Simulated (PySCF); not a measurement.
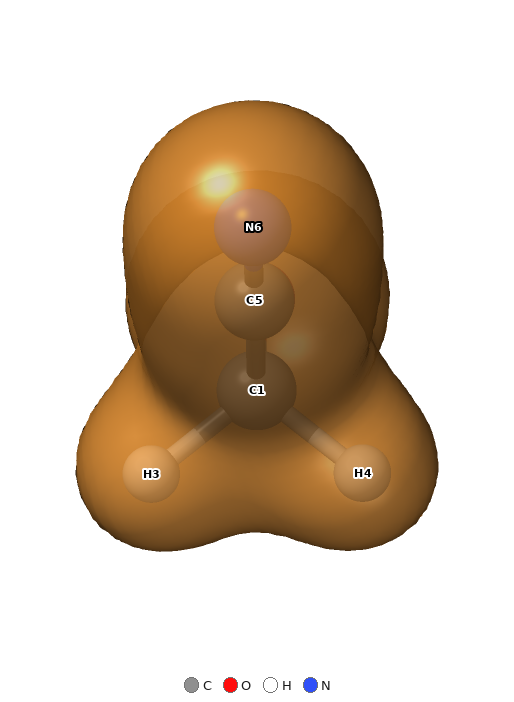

*C2H2NO (charge −1). Isosurface of the total electron density at 0.2 e/Å³ (orange), seen at an oblique angle.*

Geometry: PBE0-D3(BJ)/def2-TZVPD.

All numbers below come from wB97M-D3(BJ)/def2-TZVPD, SCF density, gas phase in PySCF.

The calculation's input:

```
{"job": {"kind": "inter", "xc": "wB97M-D3(BJ)", "basis": "def2-TZVPD", "pairs": false}, "charge": -1, "multiplicity": 1, "parts": [{"atoms": "0-3", "charge": 0, "multiplicity": 1}, {"atoms": "4-5", "charge": -1, "multiplicity": 1}]}
C     -0.187757     0.233538    -0.424092
O      1.107182     0.005468    -0.413394
H     -0.859954    -0.665005    -0.286038
H     -0.580257     0.956466     0.352349
C     -0.721967     0.833370    -1.713358
N     -1.086016     1.288767    -2.711963
```

Run with:

```sh
OMP_NUM_THREADS=1 python cluster_run.py task.json out
```

How is the density connected at this value?

At this value the surface is in one piece. It bridges the sampled C–N (1.16 Å), C–O (1.31 Å), C–C (1.52 Å) and C–H (1.13 Å) contacts, where the density stays above the isovalue. On the grid the lowest density along these lines, outside the cores, is 3.4 e/Å³ (C–N, 1.16 Å), 2.3 e/Å³ (C–O, 1.31 Å), 1.6 e/Å³ (C–C, 1.52 Å) and 1.7 e/Å³ (C–H, 1.13 Å).
